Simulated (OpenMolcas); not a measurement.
## Excited-state calculation of C10H22O (part 3 of 3)

C10H22O (1-decanol), multiplicity 3; CASPT2/ANO-RCC-VDZ, DKH2 (OpenMolcas 26.06). The geometry is that of the parent species in another charge or spin state. The geometry comes from this level: GFN2-xTB.

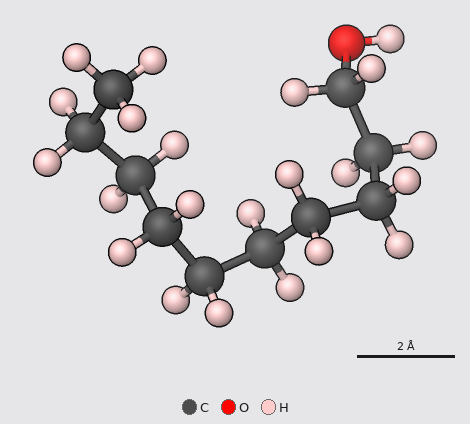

The structure (ball-and-stick view, seen at a tilt).

### Log, continued
```
      Mulliken spin population per centre
      ---------------------------

                C1      C2      C3      C4      C5      C6      C7      C8      C9      C10     O11     H12
      Total   -0.0000 -0.0000 -0.0000  0.0000  0.0000  0.0000  0.0003  0.0082  0.0050 -0.0253  0.8179  0.0002

                H13     H14     H15     H16     H17     H18     H19     H20     H21     H22     H23     H24
      Total    0.0000  0.0000  0.0001 -0.0000  0.0004  0.0001  0.0002 -0.0000  0.0000  0.0000  0.0001  0.0002

                H25     H26     H27     H28     H29     H30     H31     H32     H33
      Total   -0.0029  0.0004 -0.0030 -0.0019  0.0545 -0.0085 -0.0235  0.0521  1.1253

      Total electronic spin=    2.000000
--

      LoProp population analysis for root number:  1
      -----------------------------------------------

++    LoProp analysis:
      ----------------

++    Static properties:
      ------------------

      LoProp Charges per center

                   C1       C2       C3       C4       C5       C6       C7       C8       C9       C10
      Nuclear      6.0000   6.0000   6.0000   6.0000   6.0000   6.0000   6.0000   6.0000   6.0000   6.0000
      Electronic  -6.2893  -6.1444  -6.1609  -6.1638  -6.1559  -6.1649  -6.1660  -6.1572  -6.1809  -6.0274

      Total       -0.2893  -0.1444  -0.1609  -0.1638  -0.1559  -0.1649  -0.1660  -0.1572  -0.1809  -0.0274

                   O11      H12      H13      H14      H15      H16      H17      H18      H19      H20
      Nuclear      8.0000   1.0000   1.0000   1.0000   1.0000   1.0000   1.0000   1.0000   1.0000   1.0000
      Electronic  -7.9900  -0.9139  -0.9040  -0.9083  -0.9136  -0.9199  -0.9285  -0.9175  -0.9186  -0.9160

      Total        0.0100   0.0861   0.0960   0.0917   0.0864   0.0801   0.0715   0.0825   0.0814   0.0840

                   H21      H22      H23      H24      H25      H26      H27      H28      H29      H30
      Nuclear      1.0000   1.0000   1.0000   1.0000   1.0000   1.0000   1.0000   1.0000   1.0000   1.0000
      Electronic  -0.9184  -0.9166  -0.9197  -0.9157  -0.9234  -0.9105  -0.9008  -0.9125  -0.9272  -0.9026

      Total        0.0816   0.0834   0.0803   0.0843   0.0766   0.0895   0.0992   0.0875   0.0728   0.0974

                   H31      H32      H33
      Nuclear      1.0000   1.0000   1.0000
      Electronic  -0.8733  -0.8863  -1.2520

      Total        0.1267   0.1137  -0.2520
--

      Natural Bond Order analysis for root number:  1

++    Natural Bond Order analysis
      ---------------------------
      Based on LoProp computed density
      -------------------------------------------------------------------------------------
      Atom A       Atom B       Bond Order
      -------------------------------------------------------------------------------------
      NBO located      1.000 non-bonded electrons on atom C1
      NBO located      1.000 non-bonded electrons on atom C2
      NBO located      1.000 non-bonded electrons on atom C3
      NBO located      1.000 non-bonded electrons on atom C4
      NBO located      1.000 non-bonded electrons on atom C5
      NBO located      1.000 non-bonded electrons on atom C6
      NBO located      1.000 non-bonded electrons on atom C7
      NBO located      1.000 non-bonded electrons on atom C8
      NBO located      0.999 non-bonded electrons on atom C9
      NBO located      0.998 non-bonded electrons on atom C10
      NBO located      0.996 non-bonded electrons on atom O11
      The remaining   41.497 electrons are to be considered as diffuse
--

--

      Average orbitals are written to the RASORB file
      Natural orbitals for root   1 are written to the RASORB.1 file
      Spin density orbitals for root   1 are written to the SPDORB.1 file

--- Stop Module: rasscf /rc=_RC_ALL_IS_WELL_ ---
--- Module rasscf spent 41 seconds ---

--- Start Module: caspt2 ---

                                              &CASPT2

                       available to each process: 1.9 GB of memory, 1 thread

++    Wave function specifications:
      -----------------------------

      Number of closed shell electrons          64
      Number of electrons in active shells       4
      Max number of holes in RAS1 space          0
      Max number of electrons in RAS3 space      0
      Number of inactive orbitals               32
      Number of active orbitals                  4
      Number of secondary orbitals              96
      Spin quantum number                      1.0
      State symmetry                             1
      Number of CSFs                            15
      Number of CASSCF root(s) available         1
      CASPT2 state passed to geometry opt.       1
      A file JOBMIX will be created
      This is a CASSCF or RASSCF reference function
--

++    Orbital specifications:
      -----------------------

      Symmetry species                           1
                                                 a
      Frozen orbitals                           11
      Inactive orbitals                         32
      Active orbitals                            4
      Secondary orbitals                        96
      Deleted orbitals                           0
      Number of basis functions                143
--

++    CASPT2 specifications:
      ----------------------

      Type of calculation                        SS-CASPT2
      Fock operator                              state-specific
      IPEA shift                                 0.25
      Real shift                                 0.00
      Imaginary shift                            0.20
      The input orbitals will be transformed to quasi-canonical
--

--------------------------------------------------------------------------------
 Estimated memory requirements:
  POLY3 :                   250665
  RHS:                     5236432
  SIGMA :                  5166736
  PRPCTL:                        0
 Available workspace:    232473036

++ CASPT2 computation for group   1

********************************************************************************
 Multi-State initialization phase begins for group   1
--------------------------------------------------------------------------------
********************************************************************************
 Compute H0 matrices for state    1
--------------------------------------------------------------------------------
--------------------------------------------------------------------------------
 H0 matrices have been computed.

********************************************************************************
  CASPT2 EQUATION SOLUTION
--------------------------------------------------------------------------------

  Total nr of CASPT2 parameters:
   Before reduction:     6481664
   After  reduction:     6438000

 Variance of |WF0>:       2.8490507226

 The contributions to the second order correlation energy in atomic units.
-----------------------------------------------------------------------------------------------------------------------------
  IT.      VJTU        VJTI        ATVX        AIVX        VJAI        BVAT        BJAT        BJAI        TOTAL       RNORM
-----------------------------------------------------------------------------------------------------------------------------
   1    -0.000000   -0.000506   -0.000001   -0.018123   -0.017805   -0.003661   -0.046050   -0.902763   -0.988908    0.007038
   2    -0.000000   -0.000519   -0.000001   -0.018436   -0.017869   -0.003700   -0.046184   -0.903039   -0.989748    0.001197
   3    -0.000000   -0.000520   -0.000001   -0.018444   -0.017871   -0.003701   -0.046175   -0.903034   -0.989747    0.000278
   4    -0.000000   -0.000521   -0.000001   -0.018440   -0.017869   -0.003700   -0.046169   -0.903022   -0.989723    0.000059
   5    -0.000000   -0.000521   -0.000001   -0.018439   -0.017869   -0.003700   -0.046169   -0.903022   -0.989722    0.000012
   6    -0.000000   -0.000521   -0.000001   -0.018439   -0.017869   -0.003700   -0.046170   -0.903023   -0.989724    0.000002
-----------------------------------------------------------------------------------------------------------------------------

  FINAL CASPT2 RESULT:

      Reference energy:        -466.2321399970
      E2 (Non-variational):      -0.9897235469
      Shift correction:          -0.0059413071
      E2 (Variational):          -0.9956648540
      Total energy:            -467.2278048510
      Residual norm:              0.0000004751
      Reference weight:           0.73064

      Contributions to the CASPT2 correlation energy
      Active & Virtual Only:         -0.0037012811
      One Inactive Excited:          -0.0646092843
      Two Inactive Excited:          -0.9214129816

++ Denominators, etc.
--------------------------------------------------------------------------------------------------------------
 Report on small energy denominators, large coefficients, and large energy contributions.
CASE  SYMM ACTIVE-MIX  NON-ACTIVE INDICES          DENOMINATOR     RHS VALUE       COEFFICIENT     CONTRIBUTION
VJTU     1  Mu1.0001  In1.031                       0.29520338      0.00000022     -0.00124179     -0.00000000
VJTU     1  Mu1.0001  In1.032                       0.28854453      0.00000052      0.00214503      0.00000000
VJTU     1  Mu1.0001  In1.033                       0.27468070     -0.00000041     -0.00286849      0.00000000
VJTU     1  Mu1.0001  In1.034                       0.26460855      0.00000013     -0.00040778     -0.00000000
VJTU     1  Mu1.0001  In1.035                       0.25890814     -0.00000080     -0.00278384      0.00000000
VJTU     1  Mu1.0001  In1.036                       0.23390210     -0.00000078     -0.00299757      0.00000000
VJTU     1  Mu1.0001  In1.037                       0.22304079      0.00000015      0.00048748      0.00000000
VJTU     1  Mu1.0001  In1.038                       0.21513937      0.00000052      0.00013863      0.00000000
VJTU     1  Mu1.0001  In1.039                       0.20243093     -0.00000095     -0.00133955      0.00000000
VJTU     1  Mu1.0001  In1.040                       0.19456163     -0.00000002      0.00033360     -0.00000000
VJTU     1  Mu1.0001  In1.041                       0.18081694     -0.00000041      0.00020786     -0.00000000
VJTU     1  Mu1.0001  In1.042                       0.17308676     -0.00000028      0.00010541     -0.00000000
VJTU     1  Mu1.0001  In1.043                       0.16902178      0.00000077      0.00042277      0.00000000
ATVX     1  Mu1.0001  Se1.048                       0.14437951     -0.00000010     -0.00039061      0.00000000
ATVX     1  Mu1.0001  Se1.049                       0.15359547      0.00000102      0.00001571      0.00000000
ATVX     1  Mu1.0001  Se1.050                       0.16222669     -0.00000137      0.00025348     -0.00000000
ATVX     1  Mu1.0001  Se1.051                       0.17221364      0.00000061     -0.00034235     -0.00000000
ATVX     1  Mu1.0001  Se1.052                       0.19029952      0.00000096      0.00002220      0.00000000
ATVX     1  Mu1.0001  Se1.053                       0.20162920      0.00000051      0.00036542      0.00000000
ATVX     1  Mu1.0001  Se1.054                       0.23010053     -0.00000057     -0.00002607      0.00000000
ATVX     1  Mu1.0001  Se1.055                       0.24146371     -0.00000024      0.00043843     -0.00000000
ATVX     1  Mu1.0001  Se1.056                       0.26277847     -0.00000021      0.00004647     -0.00000000
ATVX     1  Mu1.0001  Se1.057                       0.27531463      0.00000002     -0.00009906     -0.00000000
ATVX     1  Mu1.0001  Se1.058                       0.28754669     -0.00000020     -0.00033244      0.00000000
--

   (Skipping property calculation,
    use PROP keyword to activate)
--

  Total CASPT2 energies:
::    CASPT2 Root  1     Total energy:   -467.22780485

  A NEW JOBIPH FILE NAMED 'JOBMIX' IS PREPARED.
********************************************************************************
--- Stop Module: caspt2 /rc=_RC_ALL_IS_WELL_ ---
--- Module caspt2 spent 11 seconds ---

--- Start Module: rassi ---

                                               &RASSI

                       available to each process: 1.9 GB of memory, 1 thread

      ********************************************************************************
      *                             General data section                             *
      ********************************************************************************

   Specific data for JOBIPH file JOBMIX
   -------------------------------------

   Header from SEWARD:

   CASSCF title (first line only):
       (No title given)

  STATE IRREP:                1
  SPIN MULTIPLICITY:          3
  ACTIVE ELECTRONS:           4
  MAX RAS1 HOLES:             0
  MAX RAS3 ELECTRONS:         0
  NR OF CONFIG:              15
 ###############################################################################
 ###    WARNING: EJOB used when HEFF is available, possible                  ###
 ###    extra interaction between states is ignored!                         ###
 ###############################################################################

   The following data are common to all the states:
   ------------------------------------------------
   (note: frozen counts as inactive, deleted as secondary)

      Nr of irreps: 1

                 Total     No./Irrep
      Irrep                  1
                             a

      INACTIVE      43      43
      ACTIVE         4       4
      SECONDARY     96      96
      BASIS        143     143

      RAS1           0       0
      RAS2           4       4
      RAS3           0       0

        MATRIX ELEMENTS WILL BE COMPUTED FOR THE FOLLOWING ONE-ELECTRON OPERATORS, UNLESS ZERO BY SYMMETRY.
   (Herm=Hermitian, Anti=Antihermitian, Sing=Singlet operator, Trip=Triplet operator)
     MLTPL  0   1 (HERMSING)     MLTPL  1   1 (HERMSING)     MLTPL  1   2 (HERMSING)
     MLTPL  1   3 (HERMSING)     MLTPL  2   1 (HERMSING)     MLTPL  2   2 (HERMSING)
     MLTPL  2   3 (HERMSING)     MLTPL  2   4 (HERMSING)     MLTPL  2   5 (HERMSING)
     MLTPL  2   6 (HERMSING)     VELOCITY   1 (ANTISING)     VELOCITY   2 (ANTISING)
     VELOCITY   3 (ANTISING)     ANGMOM     1 (ANTISING)     ANGMOM     2 (ANTISING)
     ANGMOM     3 (ANTISING)     MLTPV  2   1 (ANTISING)     MLTPV  2   2 (ANTISING)
     MLTPV  2   3 (ANTISING)     MLTPV  2   4 (ANTISING)     MLTPV  2   5 (ANTISING)
     MLTPV  2   6 (ANTISING)

       EIGENSTATES OF A SPIN-FREE HAMILTONIAN WILL BE COMPUTED BASED ON:

  a Hamiltonian matrix assumed to be diagonal with energies read from the wavefunction file(s).

  Nr of states:                    1

   State:        1
  JobIph:        1
 Root nr:        1

  HAMILTONIAN MATRIX FOR THE ORIGINAL STATES:

  Diagonal, with energies
   -467.22780485

      OVERLAP MATRIX FOR THE ORIGINAL STATES:

  Diagonal, with elements
      1.00000000

::    RASSI State    1     Total energy:    -467.22780485095586

      ****************************************************************************************************
      *                                         Spin-free section                                        *
      *                 Note: index according to input order, order according to energy.                 *
      ****************************************************************************************************

  SPIN-FREE ENERGIES:
  (Shifted by EMIN (a.u.) =       -467.2278048510)

 SF State       Relative EMIN(au)   Rel lowest level(eV)    D:o, cm**(-1)

     1             0.0000000000        0.0000000000              0.0000

++ Dipole transition strengths (spin-free states):
   -----------------------------------------------
     for osc. strength at least  1.00000000E-05

  ( Max oscillator strength is only    0.0000000000000000      )
--

++ Velocity transition strengths (spin-free states):
   -------------------------------------------------
     for osc. strength at least  1.00000000E-05

  ( Max oscillator strength is only    0.0000000000000000      )
--

++ Length and velocity gauge comparison (spin-free states):
   --------------------------------------------------------

 --------------------------------------------------
 A comparison between the dipole oscillator strengths in
 length and velocity gauge will be performed

     All dipole oscillator differences above the tolerance of   1.00000000E-01  will be printed

 Due to basis set deficiency these oscillator may be problematic

 The tolerance is defined as ABS(1-O_l/O_v)
 O_l : dipole oscillator strength in length gauge
 O_p : dipole oscillator strength in velocity gauge
 --------------------------------------------------

 No problematic oscillator strengths above the tolerance   0.10000000000000001       have been found

--

 Electric-dipole - electric-octupole not included
 Electric-dipole - magnetic-quadrupole not included

      ****************************************************************************************************
      *                                    Special properties section                                    *
      ****************************************************************************************************

--- Stop Module: rassi /rc=_RC_ALL_IS_WELL_ ---

.##################.
.# Happy landing! #.
.##################.

    Timing: Wall=59.19 User=55.88 System=3.28
```

### Key numbers

```tsv
quantity	value
outcome	converged
total energy	−467.227805 hartree
CASSCF energy	−466.232140 hartree
basis functions	143
wall time	60 s
peak memory	0.14 GiB
```
